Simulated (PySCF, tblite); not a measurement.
# C₁₉H₁₁N: excited states

What do calculations give for the excited states of C₁₉H₁₁N (`N#Cc1cccc2ccc3ccc4ccccc4c3c12`)?

Programs: tblite 0.8.0 and PySCF 2.14.0, with routines of our own; each step states its level. All values are computed. Atoms count from 0.

## 1. The starting structure

31 atoms, charge 0, multiplicity 1; geometry from: force field or distance geometry start.

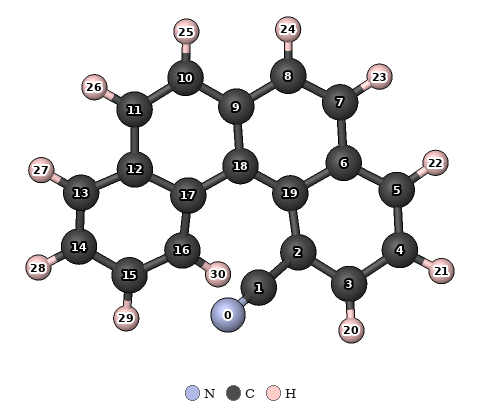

The starting geometry (nitrogen light blue, carbon dark grey, hydrogen pink).

## 2. Optimising the geometry with GFN2-xTB

What the job is given:

```
{"job": {"kind": "relax", "xc": "GFN2-xTB", "basis": "xTB"}, "charge": 0, "multiplicity": 1}
N     -0.038100    -2.015400    -2.607700
C     -0.626000    -1.733600    -1.593900
C     -1.380700    -1.381600    -0.269200
C     -2.533400    -2.132500    -0.292200
C     -3.651600    -1.514600     0.311300
C     -3.554400    -0.235500     0.822800
C     -2.355200     0.428600     0.780400
C     -2.277900     1.799800     1.095000
C     -1.131500     2.525300     0.866800
C      0.023600     1.954800     0.340600
C      1.160400     2.684500     0.238500
C      2.313500     2.034400    -0.145400
C      2.318000     0.658000    -0.409900
C      3.567900     0.103200    -0.523900
C      3.669600    -1.250100    -0.475600
C      2.545600    -2.001800    -0.318400
C      1.311700    -1.402200    -0.228400
C      1.120600    -0.015000    -0.284100
C     -0.062700     0.591000     0.071400
C     -1.170000    -0.130300     0.240100
H     -2.607000    -3.123000    -0.690000
H     -4.593500    -2.035600     0.351600
H     -4.409900     0.265700     1.285900
H     -3.153300     2.283100     1.512700
H     -1.132600     3.576500     1.106700
H      1.136400     3.738800     0.469400
H      3.213100     2.607100    -0.239400
H      4.456600     0.688400    -0.629500
H      4.615600    -1.753100    -0.558900
H      2.663000    -3.085000    -0.286800
H      0.550000    -2.100300     0.074500
```

The run is started by

```
$ OMP_NUM_THREADS=1 python excited_run.py task.json out
```

This one command runs all jobs of the session in turn.

What it wrote:

```text
step      E/eV     max force
  0   -1336.03130    6.476
  1   -1336.58050   15.657
  2   -1336.89364    8.524
  3   -1337.51565    2.900
  4   -1337.68984    0.983
  5   -1337.80766    1.805
  6   -1337.90370    1.273
  7   -1337.95568    0.444
  8   -1337.99714    0.664
  9   -1338.04375    0.771
 10   -1338.07977    0.673
 11   -1338.10981    0.324
 12   -1338.13425    0.302
 13   -1338.15225    0.442
 14   -1338.16344    0.336
 15   -1338.17021    0.175
 16   -1338.17578    0.173
 17   -1338.18200    0.299
 18   -1338.18828    0.282
 19   -1338.19322    0.143
 20   -1338.19675    0.122
 21   -1338.19974    0.165
 22   -1338.20255    0.144
 23   -1338.20494    0.095
 24   -1338.20679    0.084
 25   -1338.20827    0.104
 26   -1338.20960    0.085
 27   -1338.21096    0.081
 28   -1338.21249    0.097
 29   -1338.21416    0.085
 30   -1338.21584    0.090
 31   -1338.21748    0.083
 32   -1338.21909    0.096
 33   -1338.22065    0.085
 34   -1338.22197    0.089
 35   -1338.22301    0.071
 36   -1338.22387    0.054
 37   -1338.22467    0.058
 38   -1338.22539    0.067
 39   -1338.22602    0.065
 40   -1338.22659    0.053
 41   -1338.22718    0.051
 42   -1338.22778    0.059
 43   -1338.22830    0.050
 44   -1338.22875    0.041
 45   -1338.22921    0.059
 46   -1338.22969    0.065
 47   -1338.23013    0.054
 48   -1338.23046    0.044
 49   -1338.23074    0.033
 50   -1338.23103    0.053
 51   -1338.23136    0.054
 52   -1338.23176    0.052
 53   -1338.23227    0.069
 54   -1338.23296    0.076
 55   -1338.23382    0.066
 56   -1338.23467    0.054
 57   -1338.23536    0.053
 58   -1338.23589    0.052
 59   -1338.23633    0.046
 60   -1338.23672    0.045
 61   -1338.23703    0.041
 62   -1338.23729    0.038
 63   -1338.23753    0.033
 64   -1338.23772    0.033
 65   -1338.23785    0.025
 66   -1338.23795    0.022
 67   -1338.23805    0.021
 68   -1338.23816    0.021
 69   -1338.23824    0.017
 70   -1338.23830    0.014
 71   -1338.23834    0.016
 72   -1338.23838    0.012
 73   -1338.23842    0.010
 74   -1338.23845    0.011
 75   -1338.23848    0.015
 76   -1338.23851    0.017
 77   -1338.23855    0.012
 78   -1338.23857    0.009
```

It took 1.3 s on 1 thread of Arm Neoverse V2, shared host; peak memory 0.18 GiB.

Along the way: (not every step is listed)

```tsv
step	energy from step 0 (eV)	largest force (eV/Å)
0	0.0000	6.4760
1	-0.5492	15.6568
2	-0.8623	8.5236
3	-1.4843	2.8999
4	-1.6585	0.9832
5	-1.7764	1.8046
6	-1.8724	1.2731
7	-1.9244	0.4441
8	-1.9658	0.6636
14	-2.1321	0.3362
20	-2.1654	0.1218
26	-2.1783	0.0851
32	-2.1878	0.0955
38	-2.1941	0.0674
44	-2.1974	0.0414
50	-2.1997	0.0530
56	-2.2034	0.0539
62	-2.2060	0.0382
68	-2.2069	0.0211
73	-2.2071	0.0105
74	-2.2071	0.0107
75	-2.2072	0.0148
76	-2.2072	0.0166
77	-2.2072	0.0120
78	-2.2073	0.0088
```

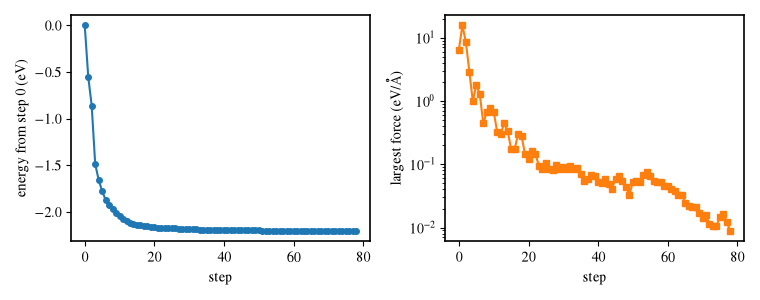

Energy and force, step by step.

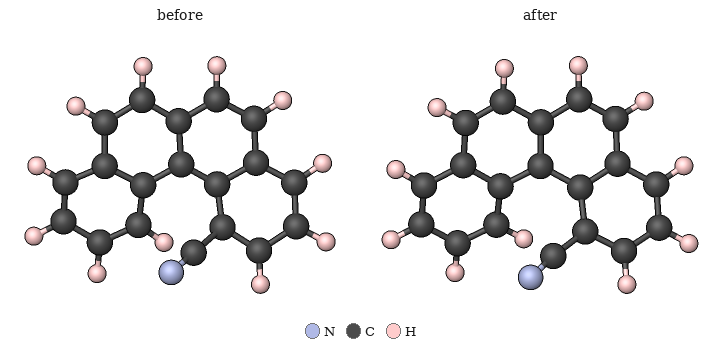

The geometry before (left) and after (right).

Distances of close pairs at the start and the end, largest changes first:

```tsv
bond	before (Å)	after (Å)	change (Å)
C1–C2	1.565	1.416	-0.149
C18–C19	1.332	1.432	+0.100
C9–C10	1.355	1.419	+0.064
C17–C18	1.376	1.434	+0.058
N0–C1	1.205	1.148	-0.058
C2–C19	1.367	1.420	+0.052
C12–C17	1.379	1.417	+0.038
C14–C15	1.361	1.397	+0.036
```

The final coordinates are the input of the step that follows.

## 3. Harmonic vibrations with GFN2-xTB

What the job is given:

```
{"job": {"kind": "ir", "xc": "GFN2-xTB", "basis": "xTB"}, "charge": 0, "multiplicity": 1}
N      0.022955    -2.183621    -2.497800
C     -0.592532    -1.793647    -1.611187
C     -1.494069    -1.327407    -0.624036
C     -2.704930    -1.995585    -0.535637
C     -3.735741    -1.487981     0.251474
C     -3.590517    -0.260124     0.846196
C     -2.384361     0.454816     0.749541
C     -2.290652     1.791268     1.220438
C     -1.178395     2.526952     0.975853
C     -0.013038     1.927136     0.431712
C      1.153411     2.698853     0.192299
C      2.291784     2.117881    -0.261489
C      2.394891     0.704511    -0.345284
C      3.624619     0.081228    -0.617178
C      3.752960    -1.280388    -0.541811
C      2.663455    -2.058436    -0.141885
C      1.442874    -1.478101     0.088109
C      1.254916    -0.093767    -0.076425
C     -0.007229     0.552022     0.140302
C     -1.264683    -0.133015     0.108333
H     -2.850857    -2.902258    -1.104753
H     -4.661729    -2.036042     0.337603
H     -4.415705     0.190522     1.378292
H     -3.149037     2.223686     1.713189
H     -1.140256     3.574881     1.235931
H      1.101865     3.765546     0.356920
H      3.161635     2.713095    -0.499183
H      4.476876     0.700721    -0.857202
H      4.701269    -1.753051    -0.749061
H      2.787229    -3.121921    -0.004084
H      0.630968    -2.088292     0.455453
```

What it wrote:

```text
mode    cm-1     km/mol
  1      57.2      2.02
  2      76.8      1.03
  3      86.5      1.22
  4     133.8      0.77
  5     153.4      2.65
  6     176.8      3.18
  7     183.5      0.38
  8     239.4      1.22
  9     259.0      0.92
 10     306.6      2.55
 11     344.2      0.30
 12     365.4      7.64
 13     396.2      0.24
 14     414.3      0.55
 15     435.4      1.89
 16     465.9      3.74
 17     474.9      1.21
 18     489.0      1.18
 19     496.1      0.05
 20     522.1      0.91
 21     530.2      0.57
 22     550.4      2.26
 23     572.7      1.63
 24     595.0      0.96
 25     637.5      7.77
 26     653.0      0.24
 27     675.6      0.19
 28     711.9      0.85
 29     730.8      1.51
 30     744.3      0.42
 31     756.4      1.23
 32     766.2      4.70
 33     788.1     12.36
 34     820.7      1.23
 35     838.4      0.17
 36     847.6     38.48
 37     882.8      1.32
 38     889.8      1.08
 39     909.1      0.37
 40     912.3      0.84
 41     920.5      0.04
 42     921.5      0.13
 43     923.0      0.32
 44     935.2      0.12
 45     976.6      0.72
 46    1053.2      0.36
 47    1094.1      0.24
 48    1108.9      0.01
 49    1136.3      0.59
 50    1164.4      1.21
 51    1170.3      0.31
 52    1182.7      0.41
 53    1185.1      1.04
 54    1213.0      0.34
 55    1220.4      1.97
 56    1232.4      0.33
 57    1244.4      2.05
 58    1247.7      3.02
 59    1267.1      1.12
 60    1341.0      1.77
 61    1347.6      1.10
 62    1364.5      1.16
 63    1383.1      3.06
 64    1390.9      5.31
 65    1398.3      4.10
 66    1421.9      3.73
 67    1432.6      1.65
 68    1481.4      1.40
 69    1489.8      0.99
 70    1513.1      2.69
 71    1545.8      1.63
 72    1567.7      2.19
 73    1582.8      0.06
 74    1603.7      0.21
 75    1610.3      0.20
 76    2360.7    173.00
 77    3070.3      3.83
 78    3073.8     12.76
 79    3074.7      5.58
 80    3076.6      5.88
 81    3078.5      2.76
 82    3083.9     41.65
 83    3084.7     14.40
 84    3087.2     79.12
 85    3087.8     96.51
 86    3096.7     60.50
 87    3097.7     51.21
```

Wall time 2.8 s (1 thread of Arm Neoverse V2, shared host); peak memory 0.18 GiB.

Which atoms move in the most intense modes:

```tsv
cm⁻¹	km/mol	atoms
848	38.5	H23 18 %, H26 14 %, H25 14 %, H24 11 %
2361	173.0	C1 60 %, N0 39 %
3084	41.6	H26 42 %, H25 33 %
3085	14.4	H20 62 %, H22 13 %
3087	79.1	H28 36 %, H29 20 %, H23 11 %
3088	96.5	H23 36 %, H24 27 %
3097	60.5	H21 62 %, H20 19 %, H22 10 %
3098	51.2	H29 49 %, H28 31 %
```

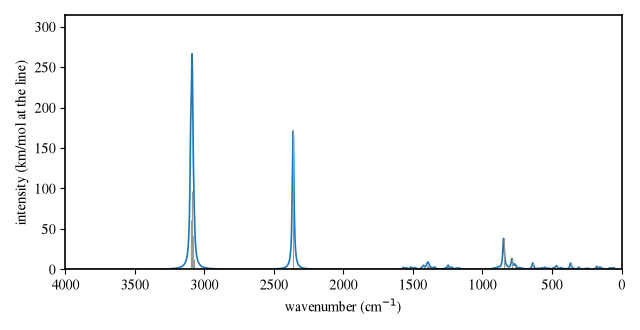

The infrared spectrum from these modes, unscaled. Lines are broadened to a width of 14 cm⁻¹ (Lorentzian).

## 4. Excited states: TDA B3LYP/def2-SVP

The job, as its differences from that of step 3:

```diff
@@ -1,2 +1,2 @@
-{"job": {"kind": "ir", "xc": "GFN2-xTB", "basis": "xTB"}, "charge": 0, "multiplicity": 1}
+{"job": {"kind": "states", "xc": "B3LYP", "basis": "def2-SVP", "tda": true, "soc": true, "nstates": 8, "ntriplets": 4, "nquad": 4}, "charge": 0, "multiplicity": 1}
 N      0.022955    -2.183621    -2.497800
```

Level: TDA B3LYP/def2-SVP excited states, vertical, gas phase, spin-orbit mean-field couplings.

What it wrote:

```text
coarse grid: 28520 points
cycle   1  E = -784.5664146750  dE =  3.985e+00  |g| = 6.206e-01  |ddm| = 8.466e+00
cycle   2  E = -784.3620011536  dE =  2.044e-01  |g| = 1.142e+00  |ddm| = 2.342e+00
cycle   3  E = -784.6520133942  dE = -2.900e-01  |g| = 3.033e-01  |ddm| = 1.349e+00
cycle   4  E = -784.6745005327  dE = -2.249e-02  |g| = 5.355e-02  |ddm| = 4.159e-01
cycle   5  E = -784.6749006758  dE = -4.001e-04  |g| = 3.565e-02  |ddm| = 1.341e-01
cycle   6  E = -784.6752537426  dE = -3.531e-04  |g| = 8.500e-03  |ddm| = 5.894e-02
cycle   7  E = -784.6752733565  dE = -1.961e-05  |g| = 2.241e-03  |ddm| = 1.543e-02
cycle   8  E = -784.6752746076  dE = -1.251e-06  |g| = 6.376e-04  |ddm| = 4.068e-03
final grid: 283040 points
cycle   9  E = -784.8339065605  dE = -9.817e-05  |g| = 6.868e-03  |ddm| = 1.297e-01
cycle  10  E = -784.8339035900  dE =  2.971e-06  |g| = 7.610e-03  |ddm| = 2.650e-02
cycle  11  E = -784.8339193928  dE = -1.580e-05  |g| = 2.255e-03  |ddm| = 1.533e-02
cycle  12  E = -784.8339207069  dE = -1.314e-06  |g| = 4.864e-04  |ddm| = 3.150e-03
cycle  13  E = -784.8339207417  dE = -3.479e-08  |g| = 2.861e-04  |ddm| = 7.969e-04
cycle  14  E = -784.8339207607  dE = -1.897e-08  |g| = 8.103e-05  |ddm| = 4.166e-04
cycle  15  E = -784.8339207622  dE = -1.594e-09  |g| = 2.644e-05  |ddm| = 1.318e-04
cycle  16  E = -784.8339207624  dE = -1.851e-10  |g| = 8.312e-06  |ddm| = 4.466e-05
converged SCF energy = -784.8339207624

Singlet excitations
state   eV       nm        f     d(h-e)  d(exc)  Lambda  PR(NTO)  |dmu|/D   mu/D   main configurations
  1   3.5000   354.2   0.02224   2.168   4.680   0.739   1.377    5.329    5.319   H->L 0.59, H-1->L 0.21, H->L+1 0.12
  2   3.6270   341.8   0.01483   1.028   4.338   0.703   1.531    2.700    4.125   H-1->L 0.37, H->L 0.28, H->L+1 0.26
  3   4.3215   286.9   0.02529   0.915   4.558   0.756   2.724    2.210    3.574   H-1->L+1 0.39, H->L+2 0.22, H-2->L 0.18
  4   4.3287   286.4   0.38014   2.228   4.681   0.680   2.171    5.002    5.396   H->L+1 0.32, H-1->L 0.29, H-1->L+2 0.16
  5   4.5355   273.4   0.01209   0.737   4.033   0.718   2.507                     H->L+2 0.42, H-3->L 0.19, H-2->L+1 0.09
  6   4.6119   268.8   0.07673   0.794   4.503   0.715   1.505                     H-2->L 0.59, H-1->L+1 0.16, H-3->L 0.10
  7   4.6896   264.4   0.11737   0.413   4.321   0.726   2.156                     H->L+3 0.26, H-1->L+2 0.22, H->L+2 0.20
  8   4.9232   251.8   0.47674   0.526   4.396   0.693   2.589                     H-1->L+2 0.34, H-3->L 0.25, H->L+1 0.12

Triplet excitations (Tamm-Dancoff)
state   eV     d(h-e)  d(exc)  Lambda  PR(NTO)   main configurations
  1   2.6593   0.508   3.846   0.759   1.269   H->L 0.78
  2   3.0916   0.728   3.956   0.694   1.434   H-1->L 0.73, H->L+1 0.10
  3   3.4054   1.179   4.157   0.737   1.106   H->L+1 0.40, H-1->L+1 0.37, H->L 0.10
  4   3.4909   0.134   3.904   0.728   1.267   H->L+1 0.43, H-1->L+1 0.32, H->L+2 0.13
S1 - T1 = 0.8407 eV

Spin-orbit couplings |<S|Hso|T>| (cm-1)
             T1       T2       T3       T4
S0        0.412    0.566    0.603    0.585
S1        0.235    0.461    0.342    0.541
S2        0.271    0.441    0.183    0.511
S3        0.365    0.246    0.114    0.276
S4        0.101    0.565    0.281    0.238
S5        0.858    0.221    0.492    0.304
S6        1.057    0.264    0.262    0.314
S7        1.415    0.654    0.414    1.093
S8        0.089    0.881    0.263    0.138
T1 sublevels (cm-1): 0.000 0.000 0.000   radiative rates (1/s): 0.105 0.000541 0.0215
```

Run time: 4.8 min. Hardware: 1 thread of Arm Neoverse V2, shared host; peak memory 1.8 GiB.

From this job:

```tsv
quantity	value
S1 less T1	0.84 eV
```

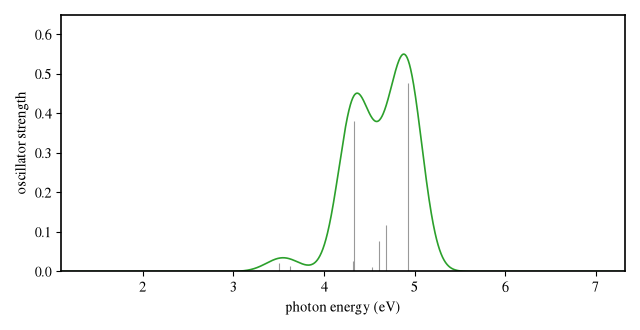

Absorption lines of the singlets. Lines are broadened to a width of 0.40 eV (Gaussian).

The fields below are evaluated on a grid from the run's orbitals.

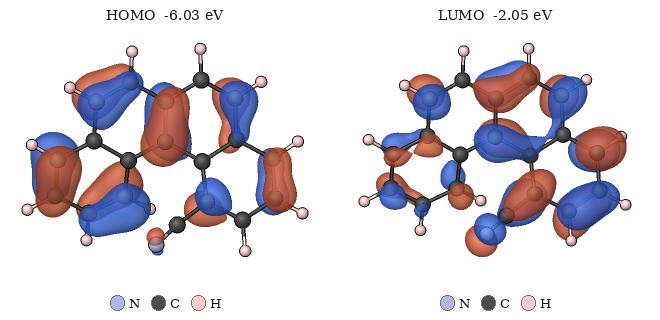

B3LYP/def2-SVP orbitals near the gap, drawn at the value that encloses 70 % of each; the two colours are the two signs.

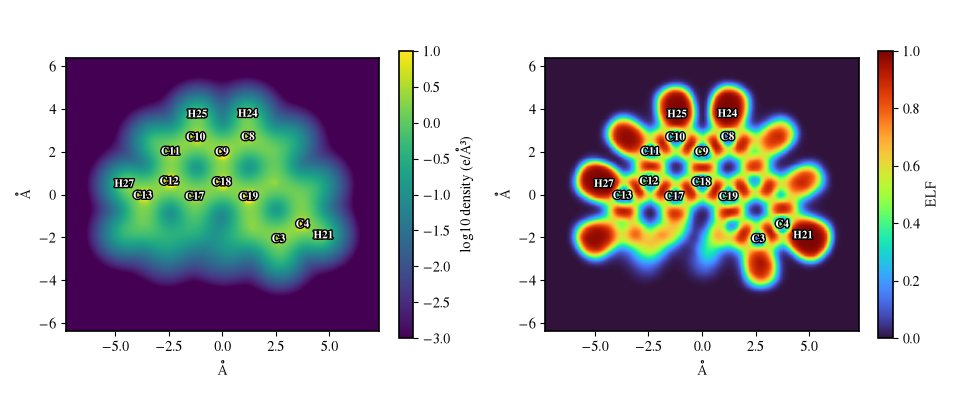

Density (left) and ELF (right) in a plane through or near 15 of the atoms.

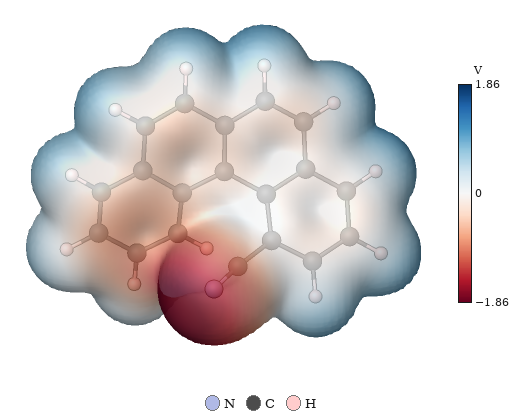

The potential that a unit positive charge feels on the 0.002 e/bohr³ surface, from -1.86 V near N0 to 1.02 V near H22.

## 5. Results

| quantity | value |
| --- | --- |
| strongest single infrared mode (GFN2-xTB) | 2361 cm⁻¹, 173 km/mol |
| zero-point energy (GFN2-xTB) | 145.6 kcal/mol |
| S1 less T1 (step 4, TDA B3LYP/def2-SVP) | 0.84 eV |
| potential on the surface of density 0.002 e/bohr³, 1st and 99th percentile | -1.86 V and 1.02 V |

What this shows: No mode is imaginary among the 87: a minimum at this level. The strongest single mode, at 2361 cm⁻¹, moves mainly C1 and N0. Unscaled tight-binding wavenumbers are off by several per cent, some by more. Its intensities can rank the bands wrongly. In step 4 some excited states are degenerate or nearly so. In step 4, the number of triplets below S1 is at least 4, and the largest singlet-triplet spin-orbit coupling is S7–T1, 1.42 cm⁻¹. At B3LYP/def2-SVP, counted by nearest atom on the grid, the HOMO lies on C13, C16, C18 about 12 % each; C11 10 %, the LUMO on C2, C5 about 12 % each; C3, C18 about 9 % each.
